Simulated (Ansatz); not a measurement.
Al2Cu3

The calculation's input:

```
crystal:
  lattice:
    - [2.7435485218, 0.0, 0.0]
    - [-1.3717742609, 2.3759827164, 0.0]
    - [0.0, 0.0, 20.462161013]
  atoms:
    - { symbol: Al, position: [0.6666666667, 0.3333333333, 0.6973471121] }
    - { symbol: Al, position: [0.6666666667, 0.3333333333, 0.8992935501] }
    - { symbol: Al, position: [0.6666666667, 0.3333333333, 0.1007064499] }
    - { symbol: Al, position: [0.6666666667, 0.3333333333, 0.3026528879] }
    - { symbol: Cu, position: [0.3333333333, 0.6666666667, 0.5989588864] }
    - { symbol: Cu, position: [0.3333333333, 0.6666666667, 0.7989734724] }
    - { symbol: Cu, position: [0.3333333333, 0.6666666667, 0.0] }
    - { symbol: Cu, position: [0.3333333333, 0.6666666667, 0.2010265276] }
    - { symbol: Cu, position: [0.3333333333, 0.6666666667, 0.4010411136] }
    - { symbol: Cu, position: [0.6666666667, 0.3333333333, 0.5] }
basis:
  ecutwfc: 420
kpoints:
  mp_grid: { grid: [18, 18, 2] }
  band_path:
    path:
      - [[0.0, 0.0, 0.0], [0.5, 0.0, 0.0], [0.33333333, 0.33333333, 0.0], [0.0, 0.0, 0.0], [0.0, 0.0, 0.5], [0.5, 0.0, 0.5], [0.33333333, 0.33333333, 0.5], [0.0, 0.0, 0.5]]
      - [[0.5, 0.0, 0.5], [0.5, 0.0, 0.0]]
      - [[0.33333333, 0.33333333, 0.5], [0.33333333, 0.33333333, 0.0]]
    npoints: 14
hamiltonian:
  xc: pbe
scf:
  occupations: { method: gaussian, width: 0.1 }
  n_extra_bands: 25
output:
  forces: true
  stress: true
  eigenvalues: true
  populations: true
  dos: { projected: true, de: 0.02, nscf_kmesh: { grid: [22, 22, 3] } }
  bader: true
  write_density: true
  write_potential: true
  elf: true
  volumetric_format: npy
```

Command:

```sh
ansatz run input.yaml --threads 1 --pin off --max-ram 2560MiB --backend cpu --events-out ev --progress --plain --runs-dir out
```

Below, planes, directions and counts refer to the conventional cell (a = 2.74 Å, b = 2.74 Å, c = 20.46 Å, α = 90.00°, β = 90.00°, γ = 120.00°).

Space group P-6m2; a structure generated by program, which may or may not match a known phase; computed without spin polarisation.

Theory: DFT PBE, scalar-relativistic, plane waves, PAW (Ansatz 0.2.0).

> What will maps of the valence pseudo-density and electron localisation function show?

Al–Al (2.74 Å): the density is about 0.23 e/Å³ at the midpoint; the ELF peaks at about 0.60 between the atoms.
Cu–Cu (2.74 Å): ρ is about 0.21 e/Å³ halfway; the ELF is about 0.20 at the midpoint (no shared electron pair shows on this line).
Bader's partition of the density gives Al +0.78 and Cu −0.77 to −0.01 e.

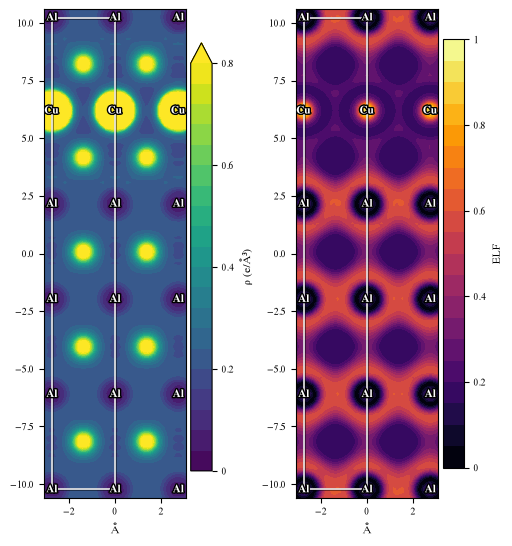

Computed valence pseudo-density and electron localisation function on the (100) plane of the conventional cell, in this order. Atoms just off the plane (Cu, 0.8 Å away) can leave unmarked features too.
